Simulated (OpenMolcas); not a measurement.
Multiconfigurational calculation: Ir⁴⁺ complex (part 2 of 2)

Continued. System: Ir⁴⁺ with 6 ligands (F; octahedron, 1.765 Å), embedded in Cs2GeF6 by model potentials and point charges, whose field is part of the energies. Method: state-averaged CASSCF, active space 5 electrons in the shell 5d, basis ANO-RCC-VDZP on the metal and ANO-RCC-VDZP on the ligands, DKH2 scalar Hamiltonian, spin-orbit coupling by RASSI with atomic mean-field integrals (OpenMolcas).

### The program's output (extracts), continued
```
--- RASSI ---
SPIN-FREE ENERGIES:
  (Shifted by EMIN (a.u.) =     -18408.4698812701)

 SF State       Relative EMIN(au)   Rel lowest level(eV)    D:o, cm**(-1)

    26             0.0000000000        0.0000000000              0.0000
    27             0.0000000000        0.0000000000              0.0000
    28             0.0000000000        0.0000000000              0.0000
     4             0.1666430355        4.5345880048          36573.9188
     2             0.1666430355        4.5345880048          36573.9188
     3             0.1666430355        4.5345880048          36573.9188
     7             0.1945579664        5.2941919709          42700.5380
     5             0.1945579664        5.2941919709          42700.5380
     6             0.1945579664        5.2941919709          42700.5380
    29             0.2093912491        5.6978261569          45956.0672
    30             0.2093912491        5.6978261569          45956.0672
    31             0.2093912491        5.6978261569          45956.0672
    32             0.2107492567        5.7347794240          46254.1154
    33             0.2206164475        6.0032793655          48419.7135
    34             0.2206164475        6.0032793655          48419.7135
    35             0.2206164475        6.0032793655          48419.7135
    36             0.2286986613        6.2232076079          50193.5544
    37             0.2286986613        6.2232076079          50193.5544
    38             0.2546996447        6.9307304078          55900.1106
    39             0.2546996447        6.9307304078          55900.1106
    40             0.2546996453        6.9307304262          55900.1108
    41             0.2579402978        7.0189130710          56611.3518
    42             0.2579402978        7.0189130710          56611.3518
    43             0.2579402984        7.0189130891          56611.3519
    44             0.2768213173        7.5326917862          60755.2566
     1             0.2883331948        7.8459459309          63281.8216
    45             0.3110142152        8.4631279389          68259.7302
    46             0.3110142158        8.4631279550          68259.7304
     8             0.3782185463       10.2918509497          83009.3760
    10             0.3838423014       10.4448811199          84243.6476
     9             0.3838423014       10.4448811199          84243.6476
    13             0.3938390014       10.7169051862          86437.6697
    11             0.3938390014       10.7169051862          86437.6697
    12             0.3938390014       10.7169051862          86437.6697
    14             0.4046149826       11.0101345736          88802.7242
    15             0.4046149826       11.0101345736          88802.7242
    47             0.4216435526       11.4735055674          92540.0633
    48             0.4319965529       11.7552250577          94812.2842
    49             0.4319965529       11.7552250577          94812.2842
    50             0.4319965529       11.7552250577          94812.2842
Eigenvalues of complex Hamiltonian:
   -----------------------------------
  (Shifted by EMIN (a.u.) =     -18408.4698812701)

 SO State       Relative EMIN(au)   Rel lowest level(eV)    D:o, cm**(-1)

     1            -0.0304430918        0.0000000000              0.0000
     2            -0.0304430918        0.0000000000              0.0000
     3             0.0023464750        0.8922495679           7196.4781
     4             0.0023464750        0.8922495679           7196.4781
     5             0.0023464751        0.8922495683           7196.4781
     6             0.0023464751        0.8922495683           7196.4781
     7             0.1465955781        4.8174676261          38855.4968
     8             0.1465955780        4.8174676239          38855.4968
     9             0.1465955781        4.8174676261          38855.4968
    10             0.1465955780        4.8174676239          38855.4968
    11             0.1562225719        5.0794314726          40968.3777
    12             0.1562225719        5.0794314726          40968.3777
    13             0.1617821872        5.2307163126          42188.5722
    14             0.1617821872        5.2307163126          42188.5722
    15             0.1617821872        5.2307163139          42188.5723
    16             0.1617821872        5.2307163139          42188.5723
    17             0.1674897347        5.3860265927          43441.2341
    18             0.1674897347        5.3860265927          43441.2341
    19             0.1859107916        5.8872890870          47484.1888
    20             0.1859107916        5.8872890870          47484.1888
    21             0.1871279734        5.9204102904          47751.3293
    22             0.1871279734        5.9204102917          47751.3293
    23             0.1871279734        5.9204102917          47751.3293
    24             0.1871279734        5.9204102904          47751.3293
    25             0.1887268337        5.9639174945          48102.2386
    26             0.1887268337        5.9639174945          48102.2386
    27             0.1893280618        5.9802777460          48234.1929
    28             0.1893280617        5.9802777445          48234.1929
    29             0.1893280618        5.9802777460          48234.1929
    30             0.1893280617        5.9802777445          48234.1929
    31             0.1968569565        6.1851494065          49886.5943
    32             0.1968569565        6.1851494065          49886.5943
    33             0.1968569564        6.1851494051          49886.5943
    34             0.1968569564        6.1851494051          49886.5943
    35             0.2060866170        6.4363012635          51912.2706
    36             0.2060866170        6.4363012635          51912.2706
    37             0.2122193206        6.6031806298          53258.2435
    38             0.2122193206        6.6031806298          53258.2435
    39             0.2212933772        6.8500982900          55249.7687
    40             0.2212933772        6.8500982900          55249.7687
    41             0.2249567349        6.9497833321          56053.7828
Weights of the five most important spin-orbit-free states for each spin-orbit state.

 SO State  Total energy (au)           Spin-free states, spin, and weights
 -------------------------------------------------------------------------------------------------------
    1        -0.030443      26 0.5  0.3165   27 0.5  0.3165   28 0.5  0.3165    4 1.5  0.0105    3 1.5  0.0105
    2        -0.030443      26 0.5  0.3165   27 0.5  0.3165   28 0.5  0.3165    4 1.5  0.0105    3 1.5  0.0105
    3         0.002346      28 0.5  0.5151   27 0.5  0.4151   26 0.5  0.0330    2 1.5  0.0061    3 1.5  0.0060
    4         0.002346      28 0.5  0.5151   27 0.5  0.4151   26 0.5  0.0330    2 1.5  0.0061    3 1.5  0.0060
    5         0.002346      26 0.5  0.6091   27 0.5  0.2270   28 0.5  0.1270    4 1.5  0.0060    3 1.5  0.0060
    6         0.002346      26 0.5  0.6091   27 0.5  0.2270   28 0.5  0.1270    4 1.5  0.0060    3 1.5  0.0060
    7         0.146596       4 1.5  0.4667    3 1.5  0.2712    7 1.5  0.0725    6 1.5  0.0369   36 0.5  0.0358
    8         0.146596       2 1.5  0.4814    3 1.5  0.2417    5 1.5  0.0702    4 1.5  0.0462    6 1.5  0.0415
    9         0.146596       4 1.5  0.4667    3 1.5  0.2712    7 1.5  0.0725    6 1.5  0.0369   36 0.5  0.0358
   10         0.146596       2 1.5  0.4814    3 1.5  0.2417    5 1.5  0.0702    4 1.5  0.0462    6 1.5  0.0415
   11         0.156223       2 1.5  0.2944    3 1.5  0.2944    4 1.5  0.2944    1 2.5  0.0415   27 0.5  0.0101
   12         0.156223       2 1.5  0.2944    3 1.5  0.2944    4 1.5  0.2944    1 2.5  0.0415   27 0.5  0.0101
```

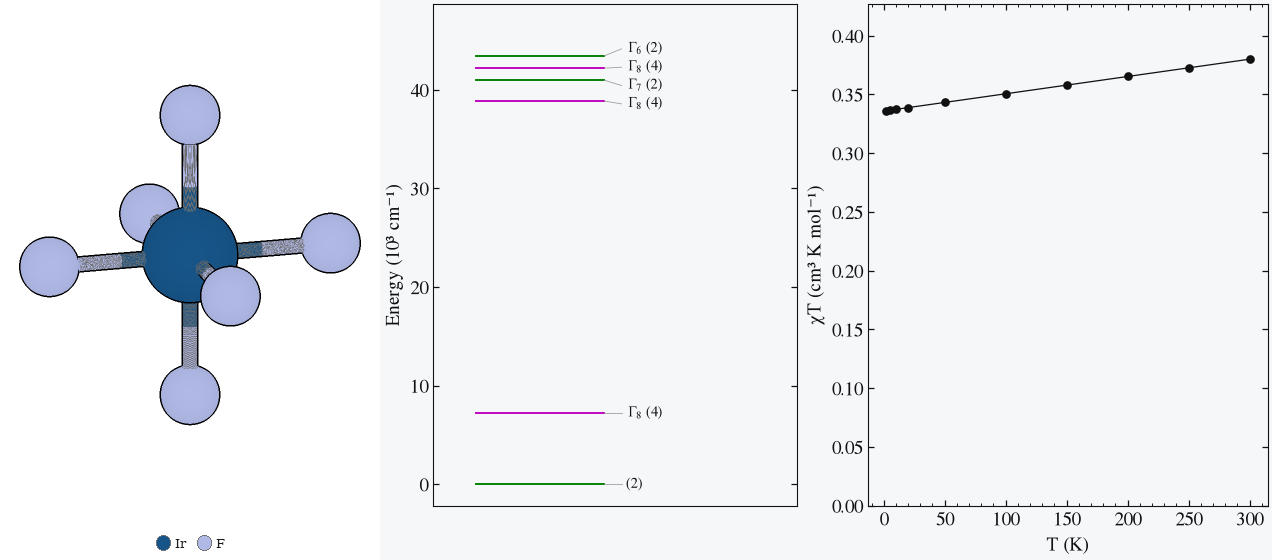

Figure 1. Ir⁴⁺ (5d⁵) as a dopant in Cs₂GeF₆, a cluster with its 6 nearest F⁻ at 1.765 Å (octahedron) embedded in model potentials and point charges; the geometry was set, not optimised, and its levels and susceptibility. Labels give the representation in O, Td, D4 or D3 as the site allows (double group for half-integer spin) where it could be assigned and, in brackets, the degeneracy; spin-free states, where drawn, share the zero of the spin-orbit levels. Powder susceptibility by Van Vleck's formula. The ground level is a Kramers doublet, 97 % from states of spin multiplicity 2. Its principal g values are 1.89, 1.89 and 1.89, isotropic. The next level lies at 7,200 cm⁻¹ (Γ₈). χT is 0.336 cm³ K mol⁻¹ at 2 K and 0.380 at 300 K, an effective moment of 1.74 μB. The active orbitals hold 68 to 81 % metal character (Löwdin), and the Mulliken charge of the metal is +1.82.

Outcome of the run: converged.
